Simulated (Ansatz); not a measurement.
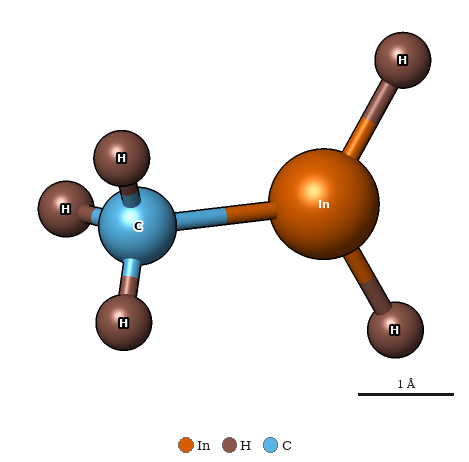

*The structure as given in the input (ball-and-stick view, seen at a tilt). Sticks mark near contacts.*

Bond lengths as drawn: C–H 1.09 Å, C–In 2.15 Å and H–In 1.73 Å.

CH₅In: molecular dynamics

CH₅In, computed with RKS BLYP-d4/def2-SVP (Ansatz 0.2.0).

The geometry comes from this level: PBE0-D4/def2-TZVP.

## The input
```yaml
crystal:
  periodic: [false, false, false]
  atoms:
    - {symbol: In, position_ang: [0.567708, 0.993024, 0.002709]}
    - {symbol: H, position_ang: [2.298409, 1.002995, 0.026891]}
    - {symbol: H, position_ang: [-0.286236, 2.497332, -0.049981]}
    - {symbol: C, position_ang: [-0.505250, -0.873712, 0.016030]}
    - {symbol: H, position_ang: [-0.588431, -1.243877, -1.009529]}
    - {symbol: H, position_ang: [-1.512587, -0.749698, 0.413971]}
    - {symbol: H, position_ang: [0.026377, -1.626064, 0.599909]}
basis:
  gaussian: {orbitals: def2-SVP}
hamiltonian: {xc: {name: BLYP}, dispersion: d4}
md: {timestep: 0.5 fs, n_steps: 15, ensemble: nve, temperature: 500, initial_velocities: maxwell_boltzmann, seed: 858}
scf: {omitted_lower_state_checks: [starts]}
```

Command:
```bash
ansatz run in.yaml --threads 4 --pin off --events-out ev --progress --plain --max-ram 3916MiB
```

## What the program printed
```
Functional definition: BLYP
  name "BLYP"
  cite "Becke, Phys. Rev. A 38, 3098 (1988) doi:10.1103/PhysRevA.38.3098"
  cite "Lee, Yang & Parr, Phys. Rev. B 37, 785 (1988) doi:10.1103/PhysRevB.37.785"
  parameter beta = 0.0042
  parameter a = 0.04918
  parameter b = 0.132
  parameter c = 0.2533
  parameter d = 0.349
  exchange = b88_x(beta = beta)
  correlation = lyp_c(a = a, b = b, c = c, d = d)
these checks for a lower state are left out or cut short: starts
764 factors; their error is unknown
mean field evaluation 1: about -6278.6363 eV, gradient 6.0e1 eV
mean field evaluation 2: about -6254.5780 eV, gradient 9.6e1 eV
mean field evaluation 4: about -6288.1071 eV, gradient 4.8e0 eV
mean field evaluation 8: about -6288.2112 eV, gradient 2.8e-2 eV
mean field evaluation 16: about -6288.1956 eV, gradient 5.4e-5 eV
mean field -6288.19560756 eV, -231.0869262857 hartree, gradient 5.4e-5 eV, S^2 0.000000; 0 other end points of the search recorded, 0 dependent functions left out
the calculation of the forces begins
reference -6288.19594162 eV, -231.0869385622 hartree; 16, 16 occupied and 49, 49 virtual orbitals, 764 factors
md step     0: t =     0.00 fs  T =   500.0 K  F+E_penalty+E_count = -6288.39061942 eV  E_kin = 0.323150 eV  conserved = -6288.06746942 eV  (23 SCF iters)
these checks for a lower state are left out or cut short: starts, cluster_reference, orbital_swaps, neighbouring_geometries, increment
764 factors; their error is unknown
mean field -6288.19484923 eV, -231.0868984178 hartree, gradient 1.6e-5 eV, S^2 0.000000; 0 other end points of the search recorded, 0 dependent functions left out
[... from here on the field's lines of each further geometry are left out, up to the last ...]
md step     1: t =     0.50 fs  T =   498.4 K  F+E_penalty+E_count = -6288.38944575 eV  E_kin = 0.322101 eV  conserved = -6288.06734445 eV  (27 SCF iters, 3 dispersion substeps)
md step     2: t =     1.00 fs  T =   485.9 K  F+E_penalty+E_count = -6288.38115577 eV  E_kin = 0.314058 eV  conserved = -6288.06709736 eV  (27 SCF iters, 3 dispersion substeps)
md step     3: t =     1.50 fs  T =   468.3 K  F+E_penalty+E_count = -6288.36953173 eV  E_kin = 0.302681 eV  conserved = -6288.06685048 eV  (27 SCF iters, 3 dispersion substeps)
md step     4: t =     2.00 fs  T =   451.3 K  F+E_penalty+E_count = -6288.35836365 eV  E_kin = 0.291649 eV  conserved = -6288.06671457 eV  (27 SCF iters, 3 dispersion substeps)
md step     5: t =     2.50 fs  T =   437.9 K  F+E_penalty+E_count = -6288.34977664 eV  E_kin = 0.283047 eV  conserved = -6288.06672961 eV  (27 SCF iters, 3 dispersion substeps)
md step     6: t =     3.00 fs  T =   428.2 K  F+E_penalty+E_count = -6288.34360258 eV  E_kin = 0.276749 eV  conserved = -6288.06685397 eV  (27 SCF iters, 3 dispersion substeps)
md step     7: t =     3.50 fs  T =   419.3 K  F+E_penalty+E_count = -6288.33797563 eV  E_kin = 0.270975 eV  conserved = -6288.06700111 eV  (27 SCF iters, 3 dispersion substeps)
md step     8: t =     4.00 fs  T =   407.7 K  F+E_penalty+E_count = -6288.33061320 eV  E_kin = 0.263518 eV  conserved = -6288.06709500 eV  (27 SCF iters, 3 dispersion substeps)
md step     9: t =     4.50 fs  T =   391.3 K  F+E_penalty+E_count = -6288.31998477 eV  E_kin = 0.252882 eV  conserved = -6288.06710279 eV  (28 SCF iters, 3 dispersion substeps)
md step    10: t =     5.00 fs  T =   369.5 K  F+E_penalty+E_count = -6288.30585916 eV  E_kin = 0.238824 eV  conserved = -6288.06703476 eV  (27 SCF iters, 3 dispersion substeps)
md step    11: t =     5.50 fs  T =   343.9 K  F+E_penalty+E_count = -6288.28919713 eV  E_kin = 0.222273 eV  conserved = -6288.06692413 eV  (27 SCF iters, 3 dispersion substeps)
md step    12: t =     6.00 fs  T =   317.0 K  F+E_penalty+E_count = -6288.27167796 eV  E_kin = 0.204874 eV  conserved = -6288.06680375 eV  (27 SCF iters, 3 dispersion substeps)
md step    13: t =     6.50 fs  T =   291.7 K  F+E_penalty+E_count = -6288.25520201 eV  E_kin = 0.188510 eV  conserved = -6288.06669239 eV  (28 SCF iters, 3 dispersion substeps)
md step    14: t =     7.00 fs  T =   270.7 K  F+E_penalty+E_count = -6288.24157045 eV  E_kin = 0.174973 eV  conserved = -6288.06659781 eV  (27 SCF iters, 3 dispersion substeps)
the calculation of the forces begins
reference -6288.04194326 eV, -231.0812792268 hartree; 16, 16 occupied and 49, 49 virtual orbitals, 764 factors
these checks for a lower state are left out or cut short: starts
764 factors; their error is unknown
mean field -6288.04160715 eV, -231.0812668751 hartree, gradient 2.2e-5 eV, S^2 0.000000; 0 other end points of the search recorded, 0 dependent functions left out
the calculation of the forces begins
reference -6288.04194326 eV, -231.0812792268 hartree; 16, 16 occupied and 49, 49 virtual orbitals, 764 factors
md step    15: t =     7.50 fs  T =   256.5 K  F+E_penalty+E_count = -6288.23232996 eV  E_kin = 0.165803 eV  conserved = -6288.06652657 eV  (11 SCF iters, 3 dispersion substeps)
```

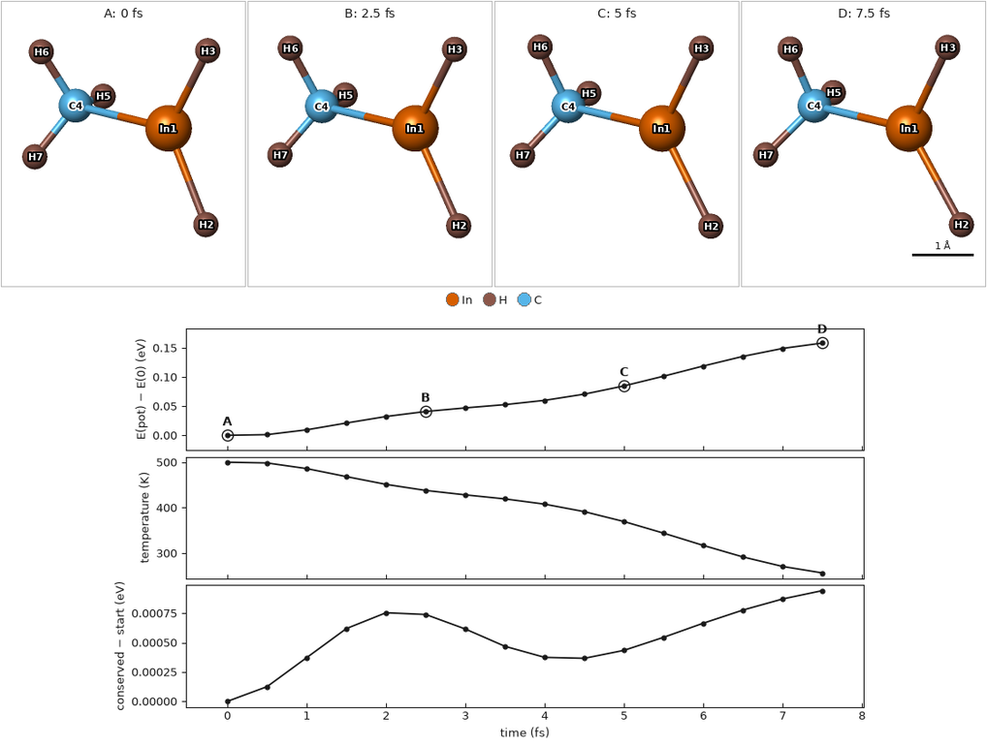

*Frames of the molecular dynamics (ball-and-stick, seen at a tilt) above the curves, on which the letters mark them.*

The trajectory kept here has 16 frames over 7.5 fs. The temperature starts at 500 K, ranges from 257 to 500 K and averages 331 K over the second half. The potential energy ends 0.158 eV above its first value. The conserved quantity stays within 0.00094 eV. After an unweighted best fit of the last frame on the first, the root-mean-square displacement is 0.17 Å, and H2 has moved furthest (0.27 Å).

```
Total energy: -6288.23266607 eV, -231.0882881609 hartree
Atom 0 at     0.570866     0.995622     0.003888 Å, force     0.835480     0.552255    -0.329639 eV/Å
Atom 1 at     2.409089     1.266376    -0.035618 Å, force    -0.762119    -0.260641     0.070873 eV/Å
Atom 2 at    -0.326481     2.568306    -0.008751 Å, force     0.091038    -0.422541     0.046360 eV/Å
Atom 3 at    -0.521885    -0.916875     0.002854 Å, force     0.287684    -1.310670    -0.252577 eV/Å
Atom 4 at    -0.728357    -1.427077    -0.999028 Å, force     0.499024     0.643080     0.661744 eV/Å
Atom 5 at    -1.504191    -0.588238     0.354025 Å, force    -0.477700    -0.166504     0.417636 eV/Å
Atom 6 at    -0.073985    -1.720294     0.693388 Å, force    -0.473407     0.965021    -0.614398 eV/Å
Dipole moment:    -0.149707    -0.216958     0.028048 e Å
Checks for a lower state left out: starts
```

## Trajectory as extended XYZ (Å, eV, eV/Å), 16 frames, from step=0 to step=15
```
7
Properties=species:S:1:pos:R:3:forces:R:3 step=0 time_fs=0.0 energy=-6288.39062 temperature=500.0
In    0.5677    0.9930    0.0027    0.1325   0.2292  -0.0005
H     2.2984    1.0030    0.0269    0.3268   0.0080   0.0034
H    -0.2862    2.4973   -0.0500   -0.1558   0.2884  -0.0110
C    -0.5052   -0.8737    0.0160   -0.0298  -0.0354   0.0324
H    -0.5884   -1.2439   -1.0095   -0.0347  -0.1768  -0.5225
H    -1.5126   -0.7497    0.4140   -0.5188   0.0692   0.2016
H     0.0264   -1.6261    0.5999    0.2799  -0.3827   0.2967
7
Properties=species:S:1:pos:R:3:forces:R:3 step=1 time_fs=0.5 energy=-6288.38945 temperature=498.4
In    0.5678    0.9931    0.0028    0.2301   0.2492  -0.0305
H     2.3104    1.0219    0.0222    0.1954  -0.0019   0.0083
H    -0.2884    2.5026   -0.0475   -0.1341   0.2310  -0.0044
C    -0.5046   -0.8772    0.0149   -0.5113   0.3243   0.1610
H    -0.5997   -1.2557   -0.9997   -0.0253  -0.2215  -0.7477
H    -1.5221   -0.7347    0.4108   -0.1741   0.0078   0.1112
H     0.0148   -1.6254    0.5980    0.4194  -0.5889   0.5021
7
Properties=species:S:1:pos:R:3:forces:R:3 step=2 time_fs=1.0 energy=-6288.38116 temperature=485.9
In    0.5680    0.9933    0.0029    0.3257   0.2770  -0.0604
H     2.3228    1.0407    0.0175    0.0631  -0.0146   0.0135
H    -0.2909    2.5085   -0.0451   -0.1095   0.1684   0.0020
C    -0.5040   -0.8805    0.0137   -0.9516   0.6311   0.2549
H    -0.6111   -1.2680   -0.9917   -0.0152  -0.2475  -0.9055
H    -1.5321   -0.7197    0.4078    0.1655  -0.0649   0.0233
H     0.0041   -1.6262    0.5974    0.5219  -0.7495   0.6722
7
Properties=species:S:1:pos:R:3:forces:R:3 step=3 time_fs=1.5 energy=-6288.36953 temperature=468.3
In    0.5681    0.9934    0.0030    0.4167   0.3108  -0.0899
H     2.3354    1.0596    0.0129   -0.0660  -0.0298   0.0189
H    -0.2937    2.5148   -0.0427   -0.0830   0.1025   0.0081
C    -0.5037   -0.8838    0.0126   -1.3126   0.8455   0.3081
H    -0.6224   -1.2810   -0.9858    0.0002  -0.2464  -0.9775
H    -1.5417   -0.7049    0.4049    0.4719  -0.1431  -0.0526
H    -0.0052   -1.6288    0.5983    0.5729  -0.8395   0.7849
7
Properties=species:S:1:pos:R:3:forces:R:3 step=4 time_fs=2.0 energy=-6288.35836 temperature=451.3
In    0.5683    0.9935    0.0031    0.5010   0.3488  -0.1186
H     2.3478    1.0783    0.0083   -0.1886  -0.0472   0.0244
H    -0.2966    2.5213   -0.0402   -0.0558   0.0354   0.0138
C    -0.5035   -0.8869    0.0116   -1.5724   0.9399   0.3234
H    -0.6338   -1.2945   -0.9823    0.0250  -0.2135  -0.9564
H    -1.5502   -0.6904    0.4019    0.7268  -0.2210  -0.1111
H    -0.0132   -1.6334    0.6012    0.5641  -0.8424   0.8244
7
Properties=species:S:1:pos:R:3:forces:R:3 step=5 time_fs=2.5 energy=-6288.34978 temperature=437.9
In    0.5684    0.9937    0.0032    0.5773   0.3888  -0.1461
H     2.3598    1.0970    0.0038   -0.3024  -0.0664   0.0300
H    -0.2997    2.5279   -0.0377   -0.0290  -0.0310   0.0190
C    -0.5038   -0.8898    0.0107   -1.7242   0.9054   0.3091
H    -0.6451   -1.3085   -0.9811    0.0616  -0.1485  -0.8483
H    -1.5569   -0.6764    0.3986    0.9199  -0.2937  -0.1495
H    -0.0199   -1.6400    0.6060    0.4967  -0.7545   0.7858
7
Properties=species:S:1:pos:R:3:forces:R:3 step=6 time_fs=3.0 energy=-6288.34360 temperature=428.2
In    0.5686    0.9938    0.0033    0.6450   0.4290  -0.1723
H     2.3711    1.1155   -0.0007   -0.4054  -0.0870   0.0355
H    -0.3029    2.5344   -0.0352   -0.0034  -0.0953   0.0238
C    -0.5043   -0.8925    0.0098   -1.7741   0.7534   0.2746
H    -0.6563   -1.3229   -0.9819    0.1098  -0.0562  -0.6702
H    -1.5614   -0.6632    0.3950    1.0469  -0.3572  -0.1673
H    -0.0253   -1.6484    0.6126    0.3811  -0.5867   0.6759
7
Properties=species:S:1:pos:R:3:forces:R:3 step=7 time_fs=3.5 energy=-6288.33798 temperature=419.3
In    0.5688    0.9940    0.0034    0.7035   0.4674  -0.1970
H     2.3814    1.1337   -0.0051   -0.4964  -0.1085   0.0408
H    -0.3061    2.5407   -0.0326    0.0203  -0.1559   0.0281
C    -0.5052   -0.8951    0.0089   -1.7353   0.5108   0.2279
H    -0.6672   -1.3374   -0.9843    0.1674   0.0552  -0.4465
H    -1.5634   -0.6508    0.3910    1.1067  -0.4083  -0.1649
H    -0.0299   -1.6582    0.6209    0.2338  -0.3607   0.5117
7
Properties=species:S:1:pos:R:3:forces:R:3 step=8 time_fs=4.0 energy=-6288.33061 temperature=407.7
In    0.5690    0.9941    0.0035    0.7527   0.5022  -0.2201
H     2.3905    1.1517   -0.0093   -0.5748  -0.1302   0.0459
H    -0.3092    2.5467   -0.0299    0.0414  -0.2119   0.0319
C    -0.5065   -0.8975    0.0081   -1.6229   0.2124   0.1738
H    -0.6777   -1.3518   -0.9878    0.2305   0.1758  -0.2032
H    -1.5627   -0.6393    0.3865    1.0998  -0.4443  -0.1431
H    -0.0338   -1.6688    0.6305    0.0734  -0.1040   0.3148
7
Properties=species:S:1:pos:R:3:forces:R:3 step=9 time_fs=4.5 energy=-6288.31999 temperature=391.3
In    0.5692    0.9943    0.0035    0.7925   0.5319  -0.2413
H     2.3982    1.1695   -0.0135   -0.6401  -0.1519   0.0506
H    -0.3122    2.5521   -0.0272    0.0594  -0.2623   0.0352
C    -0.5081   -0.9000    0.0074   -1.4504  -0.1070   0.1149
H    -0.6877   -1.3658   -0.9917    0.2943   0.2956   0.0358
H    -1.5595   -0.6290    0.3818    1.0274  -0.4630  -0.1028
H    -0.0376   -1.6797    0.6407   -0.0831   0.1568   0.1075
7
Properties=species:S:1:pos:R:3:forces:R:3 step=10 time_fs=5.0 energy=-6288.30586 temperature=369.5
In    0.5694    0.9945    0.0036    0.8230   0.5554  -0.2608
H     2.4044    1.1868   -0.0175   -0.6924  -0.1731   0.0551
H    -0.3151    2.5569   -0.0243    0.0741  -0.3064   0.0381
C    -0.5099   -0.9024    0.0066   -1.2282  -0.4188   0.0521
H    -0.6969   -1.3791   -0.9956    0.3545   0.4059   0.2517
H    -1.5537   -0.6197    0.3767    0.8915  -0.4625  -0.0448
H    -0.0416   -1.6903    0.6513   -0.2224   0.3995  -0.0914
7
Properties=species:S:1:pos:R:3:forces:R:3 step=11 time_fs=5.5 energy=-6288.28920 temperature=343.9
In    0.5697    0.9947    0.0037    0.8443   0.5715  -0.2784
H     2.4089    1.2037   -0.0215   -0.7318  -0.1934   0.0591
H    -0.3178    2.5609   -0.0214    0.0852  -0.3439   0.0405
C    -0.5121   -0.9049    0.0059   -0.9645  -0.7016  -0.0139
H    -0.7054   -1.3913   -0.9989    0.4073   0.5002   0.4311
H    -1.5459   -0.6116    0.3716    0.6956  -0.4410   0.0296
H    -0.0462   -1.6999    0.6616   -0.3361   0.6083  -0.2680
7
Properties=species:S:1:pos:R:3:forces:R:3 step=12 time_fs=6.0 energy=-6288.27168 temperature=317.0
In    0.5700    0.9949    0.0037    0.8562   0.5797  -0.2941
H     2.4117    1.2202   -0.0252   -0.7582  -0.2126   0.0628
H    -0.3203    2.5642   -0.0184    0.0925  -0.3744   0.0426
C    -0.5144   -0.9076    0.0052   -0.6673  -0.9415  -0.0815
H    -0.7128   -1.4024   -1.0011    0.4498   0.5737   0.5655
H    -1.5363   -0.6045    0.3665    0.4462  -0.3982   0.1180
H    -0.0515   -1.7080    0.6712   -0.4192   0.7733  -0.4132
7
Properties=species:S:1:pos:R:3:forces:R:3 step=13 time_fs=6.5 energy=-6288.25520 temperature=291.7
In    0.5702    0.9951    0.0038    0.8589   0.5793  -0.3079
H     2.4127    1.2362   -0.0289   -0.7720  -0.2304   0.0660
H    -0.3226    2.5665   -0.0153    0.0959  -0.3977   0.0442
C    -0.5168   -0.9105    0.0044   -0.3474  -1.1286  -0.1477
H    -0.7191   -1.4122   -1.0020    0.4801   0.6232   0.6501
H    -1.5257   -0.5983    0.3618    0.1545  -0.3351   0.2166
H    -0.0579   -1.7143    0.6799   -0.4699   0.8892  -0.5212
7
Properties=species:S:1:pos:R:3:forces:R:3 step=14 time_fs=7.0 energy=-6288.24157 temperature=270.7
In    0.5705    0.9954    0.0038    0.8520   0.5703  -0.3198
H     2.4118    1.2516   -0.0323   -0.7733  -0.2465   0.0687
H    -0.3247    2.5679   -0.0121    0.0954  -0.4137   0.0455
C    -0.5194   -0.9135    0.0037   -0.0214  -1.2548  -0.2072
H    -0.7243   -1.4204   -1.0013    0.4968   0.6468   0.6825
H    -1.5148   -0.5930    0.3575   -0.1617  -0.2555   0.3194
H    -0.0653   -1.7184    0.6874   -0.4878   0.9535  -0.5889
7
Properties=species:S:1:pos:R:3:forces:R:3 step=15 time_fs=7.5 energy=-6288.23233 temperature=256.5
In    0.5709    0.9956    0.0039    0.8355   0.5523  -0.3296
H     2.4091    1.2664   -0.0356   -0.7621  -0.2606   0.0709
H    -0.3265    2.5683   -0.0088    0.0910  -0.4225   0.0464
C    -0.5219   -0.9169    0.0029    0.2877  -1.3107  -0.2526
H    -0.7284   -1.4271   -0.9990    0.4990   0.6431   0.6617
H    -1.5042   -0.5882    0.3540   -0.4777  -0.1665   0.4176
H    -0.0740   -1.7203    0.6934   -0.4734   0.9650  -0.6144
```

## Summary

```json
{"quantity": "outcome", "value": "finished"}
{"quantity": "mean temperature over the second half", "value": "331 K"}
{"quantity": "trajectory", "value": "15 steps, 7.5 fs"}
{"quantity": "ensemble", "value": "nve"}
{"quantity": "temperature in the input", "value": "500 K"}
{"quantity": "time step", "value": "0.5 fs"}
{"quantity": "potential energy (last step)", "value": "−6288.2327 eV"}
{"quantity": "mean-field energy (last step)", "value": "−6288.0419 eV"}
{"quantity": "dispersion energy (last step)", "value": "−0.1907 eV"}
{"quantity": "SCF solution under orbital rotations (last step)", "value": "stable"}
{"quantity": "largest force (length of the vector) (last step)", "value": "1.365 eV/Å"}
{"quantity": "dipole moment (last step)", "value": "1.27 D"}
{"quantity": "hardware", "value": "4 threads of Arm Neoverse V2, 23 GiB of memory available, shared host"}
{"quantity": "wall time", "value": "6 s (CPU time 20 s)"}
{"quantity": "peak memory", "value": "0.12 GiB"}
```

## Notes

So short a trajectory is not equilibrated.
